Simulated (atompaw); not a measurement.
**Zr: generating and testing a PAW (atompaw) potential**

Aim: build the potential from the settings below, then test how well it stands in for the atom: scattering, ghost states and the plane-wave cutoff that it needs.

Method: atompaw 4.2.0.5, PBE, scalar-relativistic.

## 1. The atom and the settings

Typed settings, in words:

```
element                 : zirconium (Zr, Z = 40)
type                    : PAW
frozen core             : [Ar] 3d10 4s2
valence charge          : 10
reference configuration : 4p6 4d2 5s0 5p0 (charge +2)
partial waves           : 5s (bound, empty): rc 2.80 bohr; 5s channel at 0.75 Ry: rc 2.80 bohr; 4p (bound): rc 2.30 bohr; 5p (bound, empty): rc 2.30 bohr; 4d (bound): rc 3.00 bohr; 4d channel at 2.2 Ry: rc 3.00 bohr
local potential         : bessel scheme, radius 2.55 bohr
core correction         : smooth core density matched at 3.00 bohr
augmentation charge     : besselshape compensation charge, radius 2.30 bohr; PAW radius 3.00 bohr; waves and projectors: custom polynom vanderbiltortho
```

An earlier all-electron run gives the scale for the radii.

All-electron outer shells of the reference configuration (PBE, scalar-relativistic, ld1.x):

```json
{"shell": "4s", "level (eV)": "-68.99", "outermost node (bohr)": "0.55", "outermost maximum (bohr)": "1.08"}
{"shell": "4p", "level (eV)": "-46.92", "outermost node (bohr)": "0.56", "outermost maximum (bohr)": "1.17"}
{"shell": "4d", "level (eV)": "-17.30", "outermost node (bohr)": "0.58", "outermost maximum (bohr)": "1.57"}
{"shell": "5s", "level (eV)": "-16.04", "outermost node (bohr)": "1.45", "outermost maximum (bohr)": "2.85"}
{"shell": "5p", "level (eV)": "-11.67", "outermost node (bohr)": "1.66", "outermost maximum (bohr)": "3.44"}
{"shell": "4f", "level (eV)": "-4.34", "outermost node (bohr)": "–", "outermost maximum (bohr)": "5.40"}
```

## 2. The generation run

Input file Zr.input:

```
Zr 40
GGA-PBE scalarrelativistic loggrid 1500 logderivrange -5 5 251
5 5 4 0 0 0
5 0 0
5 1 0
4 2 2
0 0 0
c
c
c
c
v
c
c
v
v
c
v
2
3.00 2.30 2.55 3.00
y
0.75
n
n
y
2.2
n
custom polynom vanderbiltortho besselshape
bessel
2.80
2.80
2.30
2.30
3.00
3.00
PWSCFOUT
UPFDX 0.0125d0 UPFXMIN -7.d0 UPFZMESH 40.d0
END
```

Run with:

```sh
$ atompaw < Zr.input > Zr.log
```

What the program wrote to the file Zr (summary file):

```text
 Completed calculations for Zr (AE)

 Exchange-correlation type: GGA, Perdew-Burke-Ernzerhof

 Radial integration grid is logarithmic 
 r0 =   2.1400192E-04 h =   8.5600766E-03   n =      1500 rmax =   8.0000000E+01

 Scalar relativistic calculation

 AEatom converged in  32 iterations
   nz     =  40.00
   delta  =       4.832037570366E-16

 All Electron Orbital energies:         
  n  l      occupancy      energy
  1  0      2.0000000E+00 -1.3112051E+03
  2  0      2.0000000E+00 -1.8260067E+02
  3  0      2.0000000E+00 -3.0820554E+01
  4  0      2.0000000E+00 -5.0704887E+00
  5  0      0.0000000E+00 -1.1787343E+00
  2  1      6.0000000E+00 -1.6294864E+02
  3  1      6.0000000E+00 -2.4417731E+01
  4  1      6.0000000E+00 -3.4485366E+00
  5  1      0.0000000E+00 -8.5747943E-01
  3  2      1.0000000E+01 -1.3910338E+01
  4  2      2.0000000E+00 -1.2715055E+00

 Total energy
   Total                    :    -7195.58634790106498

 ---
 Completed calculations for Zr (SC)

 Exchange-correlation type: GGA, Perdew-Burke-Ernzerhof

 Radial integration grid is logarithmic 
 r0 =   2.1400192E-04 h =   8.5600766E-03   n =      1500 rmax =   8.0000000E+01

 Scalar relativistic calculation

 SCatom converged in   2 iterations
   nz     =  40.00
   delta  =       5.817337905762E-17

 Valence Electron Orbital energies:         
  n  l      occupancy      energy
   5  0      0.0000000E+00 -1.1787343E+00
   4  1      6.0000000E+00 -3.4485366E+00
   5  1      0.0000000E+00 -8.5747944E-01
   4  2      2.0000000E+00 -1.2715055E+00

 Total energy
   Total                    :    -7195.58634789661846
   Valence                  :     -275.14676465603270

 PAW parameters: 
       lmax =            2
         rc =    3.0145451773161365     
        irc =         1117
   rc_shape =    2.3118891752654460     
    rc_vloc =    2.5620173390598304     
    rc_core =    3.0145451773161365     
   Vloc: truncated form - Vps(r)=A.sin(qr)/r for r<rc
   Projector type: polynomial pseudization + Vanderbilt ortho.
   Bessel compensation charge shape zeroed at   2.3119E+00

 Number of basis functions     6
 No.   n  nodes  l      Energy         Cp coeff         Occ
  1    5    4    0   -0.1178734E+01  0.6063014E+03  0.0000000E+00
  2  999    5    0    0.7500000E+00  0.6013987E+00  0.0000000E+00
  3    4    2    1   -0.3448537E+01 -0.3513816E+01  0.6000000E+01
  4    5    3    1   -0.8574794E+00 -0.7966822E+02  0.0000000E+00
  5    4    1    2   -0.1271506E+01 -0.2018031E+03  0.2000000E+01
  6  999    2    2    0.2200000E+01  0.3651074E+02  0.0000000E+00

 Eigenvalues of overlap operator (in the basis of projectors):
    1        7.42799027E-03
    2        4.79196522E-01
    3        1.78443985E+00
    4        1.06616326E+01
    5        3.08910141E+01
    6        6.76347290E+02

 Orbital leakage outside PAW augmentation regions
   orb  is_core?  %out_of_sphere
   1 0    T           0.00
   2 0    T           0.00
   3 0    T           0.00
   4 0    T           0.12
   5 0    F          54.09
   2 1    T          -0.00
   3 1    T           0.00
   4 1    F           0.61
   5 1    F          74.30
   3 2    T           0.00
   4 2    F          12.44

 Summary of PAW energies
   Total valence energy     :   -275.14676480435520
   Smooth energy            :     29.90593280198146
   One center               :   -305.05269760633666
   Smooth kinetic           :     13.73560957839143
   Vloc energy              :      9.21942356835993
   Smooth exch-corr         :     -4.48786105500265
   One-center xc            :   -222.64995801725328
```

Run time: 2.6 s. Hardware: 1 thread, shared host.

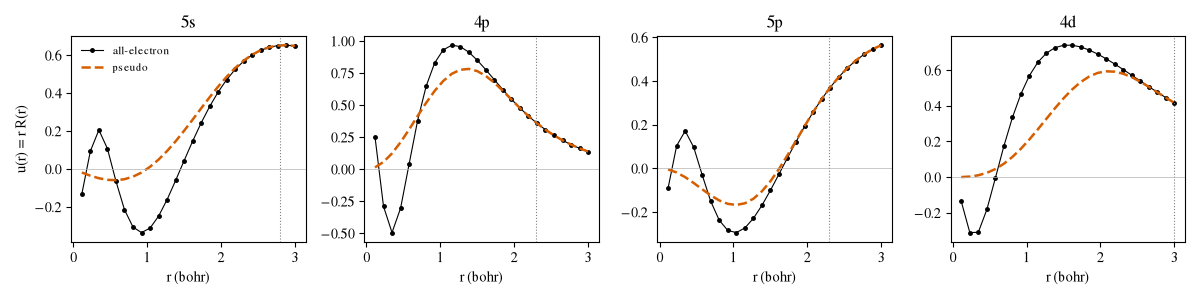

Bound waves of the atom and their pseudo partners (5s, 4p, 5p, 4d), with the matching radii dotted. The curves join 26 sampled radii, too few to resolve the innermost nodes.

## 3. Scattering by logarithmic derivatives

Taken from the files of the generation run. The phase is arctan(r·u′/u) with u = r·R, unwrapped, with energies in Ry. A pole is an energy at which the radial function vanishes at the test radius. The pseudo phase is shifted by a multiple of π to meet the all-electron one at the reference energy. Levels narrower than the energy grid can be missing from the poles. The last column is the largest difference on the grid between −1 and +1 Ry.

| channel | radius (bohr) | reference (Ry) | poles AE | poles PS | window around the reference with phases within 0.05 rad (Ry) | largest difference near zero (rad) |
| --- | --- | --- | --- | --- | --- | --- |
| s | 3.02 | -1.18 | 0.62 | 0.62, 1.56 | -5.0 to 1.4 | 0.001 |
| p | 3.02 | -0.86 | -3.39, 1.62 | -3.39, 1.69 | below 3.6 | 0.005 |
| d | 3.02 | -1.27 | -0.93, 3.50 | -0.92, 3.61 | below 0.5 | 0.114 |

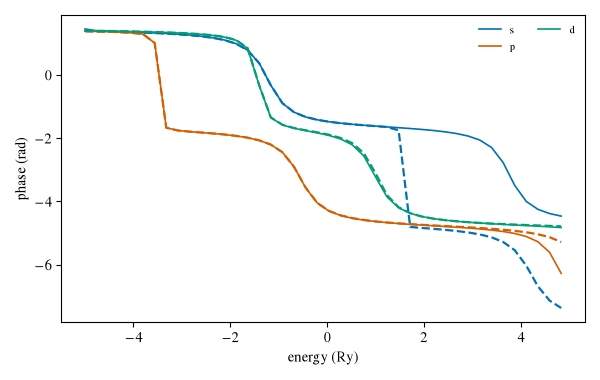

All-electron (solid) and pseudo (dashed) phases against energy.

## 4. Cutoff and ghost test in a Bessel basis

A separate test, outside the generator: the pseudo-atom's Hamiltonian at the reference potential is diagonalised in spherical Bessel functions j_l(qr) that vanish at 20 bohr, with q² up to the cutoff.

All-electron valence levels (Ry): 5s -1.1787, 4p -3.4485, 5p -0.8575, 4d -1.2715. The lowest levels of each channel (Ry) by cutoff; the last column sums, over occupied levels, occupation times the distance from the level at 400 Ry. A positive value at high cutoff is not a bound level.

| cutoff (Ry) | s #1 | p #1 | p #2 | d #1 | f #1 | Σ f·Δε (mRy) |
| --- | --- | --- | --- | --- | --- | --- |
| 8 | -1.1784 | -3.3361 | -0.8370 | -1.2638 | -0.3107 | 689.7 |
| 10 | -1.1785 | -3.4174 | -0.8515 | -1.2705 | -0.3108 | 188.6 |
| 15 | -1.1787 | -3.4472 | -0.8572 | -1.2710 | -0.3108 | 9.2 |
| 18 | -1.1787 | -3.4473 | -0.8572 | -1.2714 | -0.3108 | 7.8 |
| 21 | -1.1787 | -3.4478 | -0.8573 | -1.2714 | -0.3108 | 4.9 |
| 25 | -1.1787 | -3.4484 | -0.8574 | -1.2715 | -0.3108 | 1.2 |
| 30 | -1.1787 | -3.4485 | -0.8575 | -1.2715 | -0.3108 | 0.5 |
| 35 | -1.1787 | -3.4485 | -0.8575 | -1.2715 | -0.3108 | 0.4 |
| 40 | -1.1787 | -3.4485 | -0.8575 | -1.2715 | -0.3108 | 0.2 |
| 400 | -1.1787 | -3.4485 | -0.8575 | -1.2715 | -0.3108 | 0.0 |

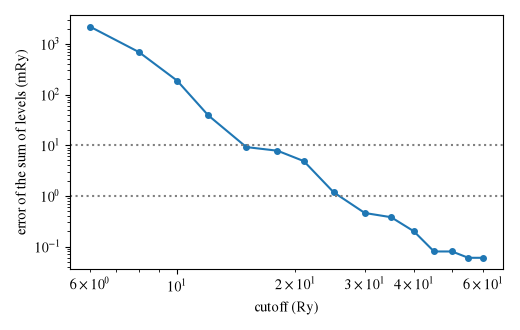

Occupation-weighted error of the valence levels against the cutoff; the dotted lines mark 10 and 1 mRy.

The sum stays within 10 mRy from 15 Ry and within 1 mRy from 30 Ry. The sum leaves out empty levels, which can need more. Ghost test: no level below the all-electron spectrum of its channel (s, p, d, f tested).

## 5. Summary of results

| quantity | value |
| --- | --- |
| cutoffs for 10 and 1 mRy, occupied levels | 15 Ry and 30 Ry |
| bound ghosts | none found |
| largest phase difference near zero energy, channels read | 0.114 rad |
| lowest eigenvalue of the overlap (Bessel basis) | 0.285 (s) |
| share of valence orbitals outside the PAW sphere | 5s 54 %, 4p 1 %, 5p 74 %, 4d 12 % |
| UPF file | written |

It counts as soft on the atom at that tolerance, with 15 Ry needed at the looser tolerance. The slowest occupied level is 4p: taken alone it needs 21 Ry to come within 1 mRy, against 12 Ry for 4d. No bound ghost shows below the valence levels. Of the channels read, d scatters worst near zero energy, by up to 0.11 rad. The pseudo curves have a pole with no partner nearby in the atom's: s at 1.56 Ry. At positive energy that is a spurious or a displaced resonance. These are tests on the free atom; a crystal test is still owed.
